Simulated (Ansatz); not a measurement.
**Mo(100) with 4 thermally displaced layers, 2x2: scattering by thermal displacements**

How much do lattice vibrations at 300 K scatter the electrons of Mo? Layers with random displacements are laid between perfect leads, and the resistance is followed against their length. The measured value for the pure metal at this temperature is 5.52 µΩ cm (CRC Handbook of Chemistry and Physics, 84th ed., 2003, Electrical Resistivity of Pure Metals).

Main program and level: Ansatz 0.2.0; Ansatz plane-wave DFT, PBE, PAW files; ballistic transport by layer matching (Landauer), zero bias; PAW set soft_1.

## 1. The starting structure

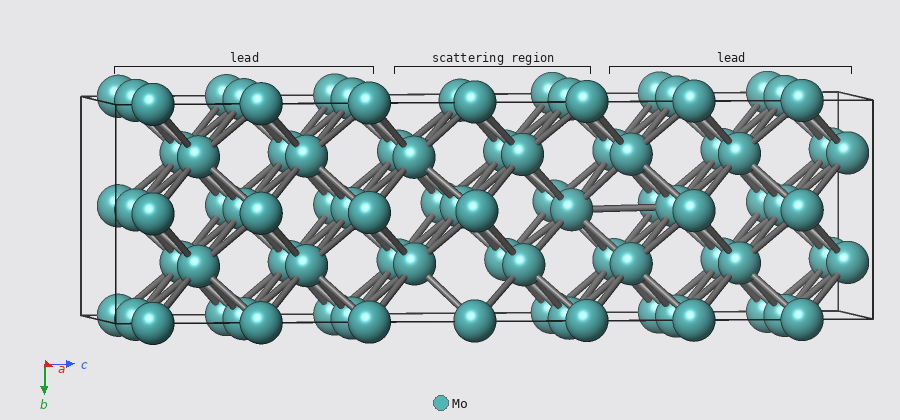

Start, viewed from the side, with the c axis across the page; molybdenum teal. Some periodic images of atoms are drawn too.

The cell holds 56 atoms: 56 Mo. Its edges and angles: a = 6.294 Å, b = 6.294 Å, c = 22.029 Å, α = 90.0°, β = 90.0°, γ = 90.0°. It derives from Mo. Regions: lead, 40 atoms (40 Mo); scattering region, 16 atoms (16 Mo). The structure is stacked along c, and the current runs across the ab planes.

## 2. With 4 displaced layers

Each atom of 4 layers is moved at random, by amounts drawn from a normal law 0.0488 Å wide in each direction from the Debye model (450 K) at 300 K. The layers about the cell's end stay perfect and serve as the lead. Disorder leaves little or no symmetry, which makes such runs dear. Energies from -0.05 to 0.05 eV in steps of 0.05 eV are too few for the program's thermal sum, so it prints no conductance; for a metal the transmission near the Fermi level serves, at a fraction of the cost.

The input, input.yaml:

```yaml
crystal:
  lattice:
    - [6.294, 0.0, 0.0]
    - [0.0, 6.294, 0.0]
    - [0.0, 0.0, 22.029]
  atoms:
    - { symbol: Mo, position: [0.0, 0.0, 0.0357142857] }
    - { symbol: Mo, position: [0.0, 0.5, 0.0357142857] }
    - { symbol: Mo, position: [0.5, 0.0, 0.0357142857] }
    - { symbol: Mo, position: [0.5, 0.5, 0.0357142857] }
    - { symbol: Mo, position: [0.25, 0.25, 0.1071428571] }
    - { symbol: Mo, position: [0.25, 0.75, 0.1071428571] }
    - { symbol: Mo, position: [0.75, 0.25, 0.1071428571] }
    - { symbol: Mo, position: [0.75, 0.75, 0.1071428571] }
    - { symbol: Mo, position: [0.0, 0.0, 0.1785714286] }
    - { symbol: Mo, position: [0.0, 0.5, 0.1785714286] }
    - { symbol: Mo, position: [0.5, 0.0, 0.1785714286] }
    - { symbol: Mo, position: [0.5, 0.5, 0.1785714286] }
    - { symbol: Mo, position: [0.25, 0.25, 0.25] }
    - { symbol: Mo, position: [0.25, 0.75, 0.25] }
    - { symbol: Mo, position: [0.75, 0.25, 0.25] }
    - { symbol: Mo, position: [0.75, 0.75, 0.25] }
    - { symbol: Mo, position: [0.0, 0.0, 0.3214285714] }
    - { symbol: Mo, position: [0.0, 0.5, 0.3214285714] }
    - { symbol: Mo, position: [0.5, 0.0, 0.3214285714] }
    - { symbol: Mo, position: [0.5, 0.5, 0.3214285714] }
    - { symbol: Mo, position: [0.2509754305, 0.2489751142, 0.3942767079] }
    - { symbol: Mo, position: [0.250813828, 0.7458442111, 0.3936586568] }
    - { symbol: Mo, position: [0.7601165928, 0.2573475706, 0.3912972387] }
    - { symbol: Mo, position: [0.7401827046, 0.74516456, 0.3929487463] }
    - { symbol: Mo, position: [0.9819621252, 0.9983025874, 0.4615240199] }
    - { symbol: Mo, position: [0.9943189798, 0.4957775719, 0.4635846013] }
    - { symbol: Mo, position: [0.5031934803, 0.008087947, 0.4640008035] }
    - { symbol: Mo, position: [0.5106011917, 0.4948393379, 0.4650648738] }
    - { symbol: Mo, position: [0.2570092328, 0.250729359, 0.5340662404] }
    - { symbol: Mo, position: [0.2428491411, 0.7464489067, 0.5362023717] }
    - { symbol: Mo, position: [0.7421672579, 0.2483771902, 0.5353613465] }
    - { symbol: Mo, position: [0.7541959466, 0.7516653519, 0.5365020072] }
    - { symbol: Mo, position: [0.9949275172, 0.9989944415, 0.6088806223] }
    - { symbol: Mo, position: [0.0115862225, 0.4902320147, 0.6104986305] }
    - { symbol: Mo, position: [0.5104414671, 0.00606151, 0.6077290512] }
    - { symbol: Mo, position: [0.4975645482, 0.5113115038, 0.6114879786] }
    - { symbol: Mo, position: [0.25, 0.25, 0.6785714286] }
    - { symbol: Mo, position: [0.25, 0.75, 0.6785714286] }
    - { symbol: Mo, position: [0.75, 0.25, 0.6785714286] }
    - { symbol: Mo, position: [0.75, 0.75, 0.6785714286] }
    - { symbol: Mo, position: [0.0, 0.0, 0.75] }
    - { symbol: Mo, position: [0.0, 0.5, 0.75] }
    - { symbol: Mo, position: [0.5, 0.0, 0.75] }
    - { symbol: Mo, position: [0.5, 0.5, 0.75] }
    - { symbol: Mo, position: [0.25, 0.25, 0.8214285714] }
    - { symbol: Mo, position: [0.25, 0.75, 0.8214285714] }
    - { symbol: Mo, position: [0.75, 0.25, 0.8214285714] }
    - { symbol: Mo, position: [0.75, 0.75, 0.8214285714] }
    - { symbol: Mo, position: [0.0, 0.0, 0.8928571429] }
    - { symbol: Mo, position: [0.0, 0.5, 0.8928571429] }
    - { symbol: Mo, position: [0.5, 0.0, 0.8928571429] }
    - { symbol: Mo, position: [0.5, 0.5, 0.8928571429] }
    - { symbol: Mo, position: [0.25, 0.25, 0.9642857143] }
    - { symbol: Mo, position: [0.25, 0.75, 0.9642857143] }
    - { symbol: Mo, position: [0.75, 0.25, 0.9642857143] }
    - { symbol: Mo, position: [0.75, 0.75, 0.9642857143] }
kpoints:
  mp_grid: { grid: [4, 4, 1] }
hamiltonian:
  xc: pbe
  pseudopotentials: { kind: paw, azcp: { folder: soft_1 } }
scf:
  occupations: { method: fermi_dirac, width: 0.1 }
output:
  transmission: { leads: [[0, 4]], kmesh: [8, 8], e_range: [-0.05, 0.05], de: 0.05 }
  write_potential: true
  write_density: true
  volumetric_format: npy
  elf: true
```

Launch:

```
> ansatz run input.yaml --threads 8 --pin off --max-ram 15360MiB --backend cpu --events-out ev --progress --plain --runs-dir out
```

Numbers of over 12 decimals in the logs are rounded to 6 here.

Output:

```text
Engine: ansatz 0.2.0, x86_64-unknown-linux-gnu
Pseudopotentials: kind: paw
Pseudopotential: Mo, paw, valence charge 14, recommended cutoff 420 eV (normal), soft_1/Mo.paw.azcp
Functional definition: PBE
  parameter kappa = 0.804
  parameter beta = 0.066725
  exchange = pbe_x(kappa = kappa, mu = beta*pi^2/3)
  correlation = pbe_c(beta = beta)
Crystal: 56 atoms, lattice volume = 872.666 Å³
Basis set: ecut = 420 eV, 17109 PW (Γ)
Bands: 471, of which v1, the nominal top of the filled ones, is band 392 counted from 1 (391 counted from 0)
Symmetry: 1 space group operations
Space group: P1 (ITA 1), of the structure as read, at distance tolerance 9.6e-5 Å
k-points: 10 of 16 (time reversal used)
Non-local potential: Mo, projectors of the file, l = 0: 3, l = 1: 2, l = 2: 2, l = 3: 1
PAW form: soft (Blöchl's): semilocal exchange-correlation on the pseudo side does not see the compensation charge
PAW one-centre angular grid: Mo, 590 points (default); XC on 64 Gauss nodes
Initial density: superposition of atomic densities (chi_scale 0.1, normalization cell)
Initial wavefunctions: pseudopotential atomic-orbital guess
Functional: x = pbe(κ = 0.804, μ = 0.219515), c = pbe(β = 0.066725)
SCF iter   1: F=—  HF=-277573.142890 eV  |F-HF|=—  |Δ(HF+E_count)|=         —  Δρ=1.06e-1  dr2=9.88e1  ethr=3.10e-3  ⟨swp⟩=4.3  Hψ=16855  notcnv=0
preconditioner: auto → Kerker (q_TF=auto, 2.680 Å⁻¹)  [metal: Δε(μ)=0.010 eV  Ē_g=4.668 eV  σ=0.100 eV  W_gap=0.03  n_scr=286 (ndim 8)  ℏωp=23.0 eV  f_vac=0.000  D(μ)=36.65/eV (n_scr^D=302)]
SCF iter   2: F=—  HF=-277547.672862 eV  |F-HF|=—  |Δ(HF+E_count)|=    2.55e1  Δρ=5.91e-2  dr2=2.87e1  ethr=3.10e-3  ⟨swp⟩=2.0  Hψ=9276  notcnv=0
SCF iter   3: F=—  HF=-277538.663678 eV  |F-HF|=—  |Δ(HF+E_count)|=    9.01e0  Δρ=7.99e-3  dr2=2.23e-1  ethr=3.10e-3  ⟨swp⟩=2.2  Hψ=8600  notcnv=0
SCF iter   4: F=—  HF=-277538.719768 eV  |F-HF|=—  |Δ(HF+E_count)|=   5.61e-2  Δρ=9.27e-4  dr2=6.56e-3  ethr=2.85e-5  ⟨swp⟩=2.9  Hψ=8816  notcnv=0
SCF iter   5: F=—  HF=-277538.720022 eV  |F-HF|=—  |Δ(HF+E_count)|=   2.54e-4  Δρ=1.61e-4  dr2=1.13e-4  ethr=8.37e-7  ⟨swp⟩=2.1  Hψ=8074  notcnv=0
SCF iter   6: F=—  HF=-277538.720036 eV  |F-HF|=—  |Δ(HF+E_count)|=   1.46e-5  Δρ=2.83e-5  dr2=6.85e-6  ethr=1.44e-8  ⟨swp⟩=2.0  Hψ=8537  notcnv=0
SCF iter   7: F=—  HF=-277538.719100 eV  |F-HF|=—  |Δ(HF+E_count)|=   9.36e-4  Δρ=4.13e-6  dr2=3.92e-7  ethr=8.74e-10  ⟨swp⟩=1.3  Hψ=4713  notcnv=0
SCF iter   8: F=-277538.719100 eV  HF=-277538.719100 eV  |F-HF|=2.54e-8  |Δ(HF+E_count)|=   6.69e-9  Δρ=8.70e-7  dr2=2.87e-8  ethr=1.28e-11  ⟨swp⟩=6.5  Hψ=10621  notcnv=0
SCF 1 converged in 8 iterations: F = -277538.719100 eV  dr2 = 2.87e-8
  greatest PAW one-centre occupation: 0.999 electrons in one spin orbital (limit 2), on the Mo atom at site 22 (counted from 0), in its partial waves of l = 0
transmission: 144 of 1428 steps passed
transmission: 288 of 1428 steps passed
[...]
transmission: 1428 of 1428 steps passed
SCF converged after 8 iterations
Free energy (F): -277538.719100 eV
Harris-Foulkes:  -277538.719100 eV  (|F-HF|=2.54e-8)
Internal energy: -277537.291795 eV  (E = F + TS)
E sigma→0 (E₀):  -277538.005448 eV
Entropy (-TS):   -1.427305 eV (-25.488 meV/atom)
Fermi energy:    21.181402 eV
--- Per-component energies (eV) ---
  E_band       = -3032.203763
  E_kinetic    = 23666.246926
  E_local      = -43082.238618  (includes V_loc(G=0)·N_el)
  E_nonlocal   = 8293.831301
  E_hartree    = 14679.866199
  E_xc         = -9881.999289
  E_vxc        = -12321.518436  (∫ρ·V_xc dr)
  E_paw        = -179862.423200  (= ΣΔE_a)
  E_vpaw       = -8948.252016  (= ΣTr[D̂ρ^β])
  E_aug_tail   = 0.002648  (compensation charges beyond the density's cutoff)
  E_ewald      = -91350.577761
  E_smearing   = -1.427305  (= −TS)
  E_closure    = 0.000000  (closes the sum)
  Σ components = -277538.719100   (vs F -277538.719100, Δ=0.00e0)
--- Band table (eV; the first three rows and the last of 10) ---
  k-point 0: bands = [... 388 lower, 21.1155, 21.1360, 21.1631, 21.1735, 21.1951, 21.2039, 21.2295, 21.2492, ... 75 higher]
  k-point 1: bands = [... 388 lower, 21.1620, 21.1795, 21.1860, 21.2359, 21.2524, 21.2765, 21.2875, 21.3042, ... 75 higher]
  k-point 2: bands = [... 388 lower, 21.1781, 21.1898, 21.2544, 21.2760, 21.3028, 21.3123, 21.3257, 21.3473, ... 75 higher]
  k-point 9: bands = [... 388 lower, 20.3574, 20.3636, 20.4095, 20.4241, 21.4334, 21.4421, 21.4541, 21.4835, ... 75 higher]
--- Transmission ---
  basis      : 349 plane waves across, 42 finite elements along
  points     : 34, standing for a mesh of 8 x 8
  energies   : 3 from -0.050000 to 0.050000 eV about the Fermi level, 0.050000 eV apart; the leads are filled to 0.000000 eV, and channels, transmission and decay are at 0.000000 eV
  crystal 0  : Mo4, at the sites [0, 4], period 1.5735 Å, over 15.73 Å; its Hamiltonian steps by up to 2.2 meV
    offset         : up to 0.0000 Å between an atom of the period and one for which it stands
    channels       : 6.781250e0 a spin
    conductance    : none, the energies end too early or step too widely for 300 K: set another output.transmission.e_range or a lower de, or, where they end at an eighth of basis.ecutwfc, a higher one
    slowest decay  : 0.0509 /Å at (0.5000, 0.3750)
  junction   : crystal 0 to crystal 0, 0.70 to 21.15 Å
    transmission   : 6.221974e0 a spin
    conductance    : none, the energies end too early or step too widely for 300 K: set another output.transmission.e_range or a lower de, or, where they end at an eighth of basis.ecutwfc, a higher one
```

Wall time 6.9 min (8 threads of Intel Xeon Platinum 8488C (Sapphire Rapids), shared host); peak memory 9.1 GiB.

Numbers from this step:

```yaml
free_energy: -277538.7191 eV
energy_at_zero_smearing: -277538.0054 eV
fermi_energy: 21.18 eV
cell_area: 39.61 Å²
transmission_per_spin_nearest_the_fermi_level: 6.222
open_channels_per_spin_nearest_the_fermi_level: 6.781
step_of_the_lead_s_potential: 2.2 meV
```

Per spin. The transmission, zone mean by energy, zero at the Fermi level:

```
energy (eV)  transmission, zone mean
    -0.0500                     6.08
     0.0000                     6.22
     0.0500                     6.32
```

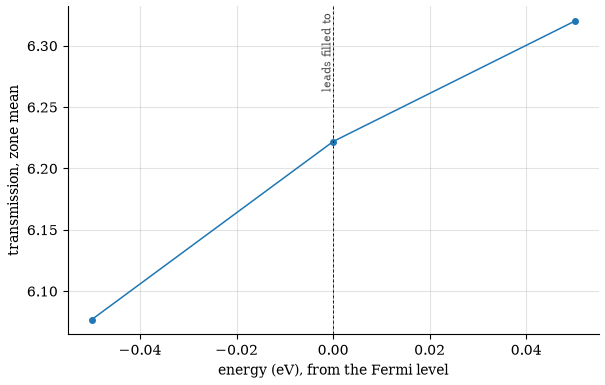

Transmission, zone mean against energy.

Per spin. The open channels, zone mean, lead by energy, zero at the Fermi level:

```csv
energy (eV),"open channels, zone mean, lead"
-0.0500,6.59
0.0000,6.78
0.0500,6.84
```

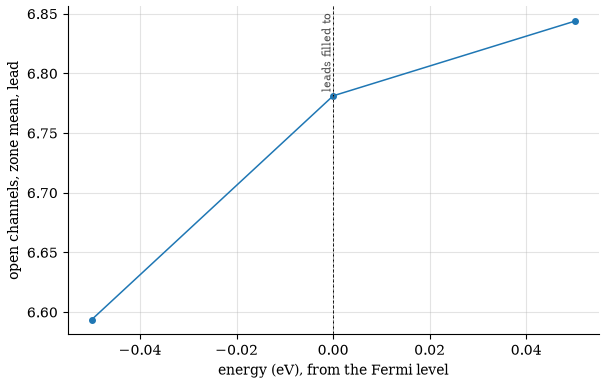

Open channels, zone mean, lead, plotted against energy.

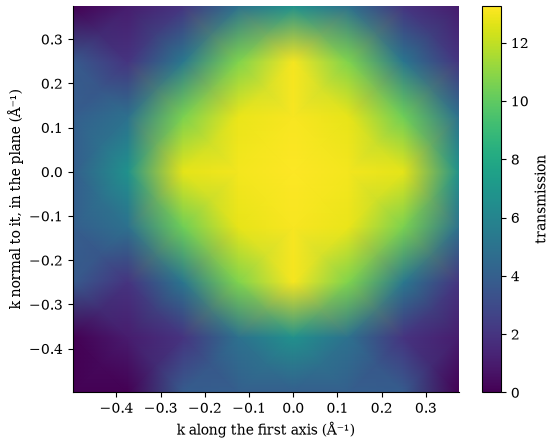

Transmission over k1 and k2. At 0.0000 eV from the Fermi level.

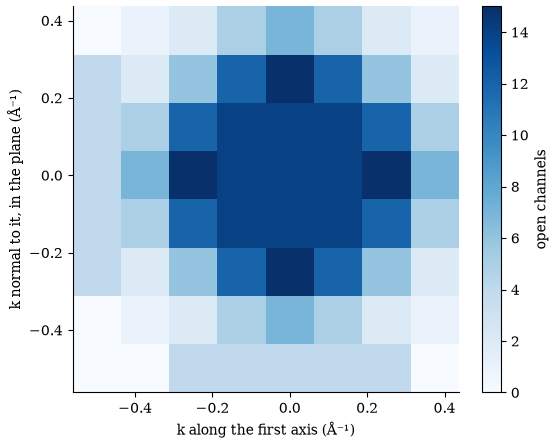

Open channels over k1 and k2. At 0.0000 eV from the Fermi level.

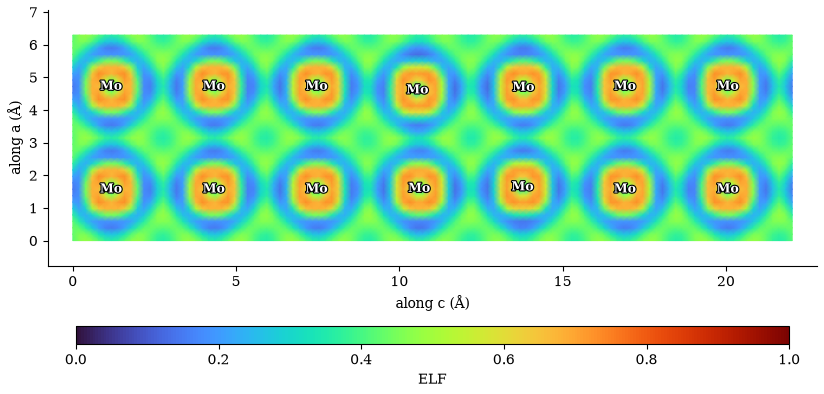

ELF in the ca plane at fractional y = 0.000, with atoms of Mo within 0.2 Å of it. It is the smooth field of the valence electrons, not physical close to the nuclei. The map starts off the cell's origin, so that atoms lie inside it.

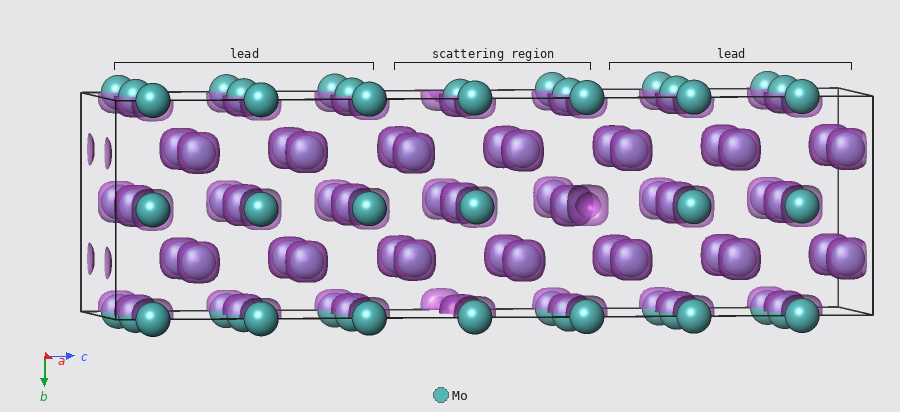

Surface of ELF = 0.67.

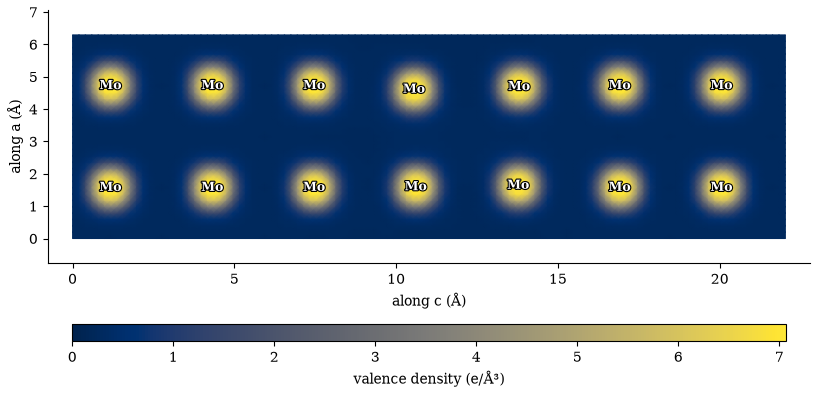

Valence density in the ca plane at fractional y = 0.000, with atoms of Mo within 0.2 Å of it. It is the smooth field of the valence electrons, not physical close to the nuclei. The map starts off the cell's origin, so that atoms lie inside it.

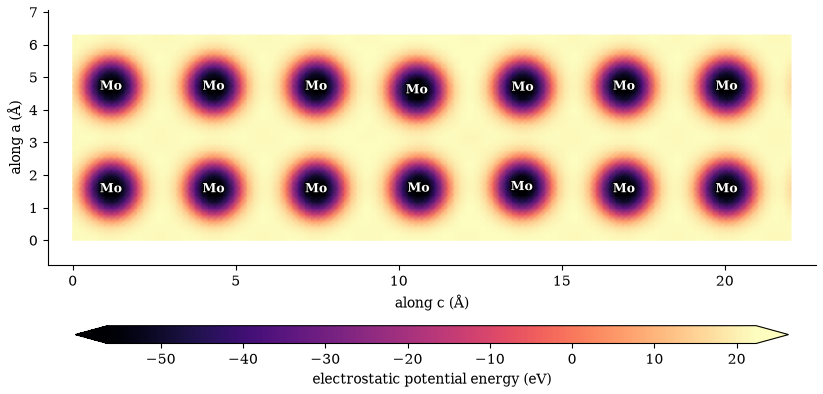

Electrostatic potential energy in the ca plane at fractional y = 0.000, with atoms of Mo within 0.2 Å of it. With pseudopotentials it is smooth inside the atoms' cores, unlike the true potential. The map starts off the cell's origin, so that atoms lie inside it.

Over the solved energies the transmission per spin lies between 6.08 and 6.32, out of 6.74 channels of the lead on average (up to 6.84).

(Part 1 of 3 ends here.)

[Logs are printed without paths, hosts, clocks, repeated set-up lines and the standing remarks that a program may print on its own settings, such as how far it seeks lower states.]

[Hosts, paths, dates, database ids (printed as entryN), source tags and the programs' standing remarks are cut or masked in the printed files.]
